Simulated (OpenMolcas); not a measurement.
**How basis sets differ on BCl (SMILES [B]Cl)**

BCl has 2 atoms, charge 0, and is taken as a singlet. As SMILES, `[B]Cl`. The coordinates come from a PBE0-D4/def2-TZVP relaxation.

```tsv
atom	x (Å)	y (Å)	z (Å)
B	0.0000	0.0000	-0.0697
Cl	0.0000	0.0000	1.6482
```

Each level gives the dipole moment (D). The values are calculated.

| level | kind | program | value (D) | CPU time |
| --- | --- | --- | --- | --- |
| KT2/cc-pVDZ | GGA | OpenMolcas | 1.49 | 2.7 s |
| KT2/cc-pCVDZ | GGA | OpenMolcas | 1.47 | 3 s |
| KT2/cc-pVTZ | GGA | OpenMolcas | 1.49 | 4.4 s |
| KT2/cc-pCVTZ | GGA | OpenMolcas | 1.50 | 8.8 s |

The values span 1.47 to 1.50 D. Times are those of the runs behind each value, whatever else they computed, on shared processors of several kinds: orders of magnitude only.

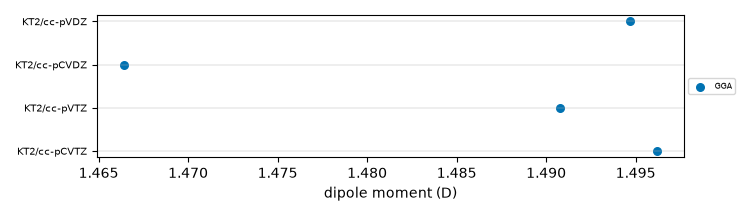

The values of the table, level by level.
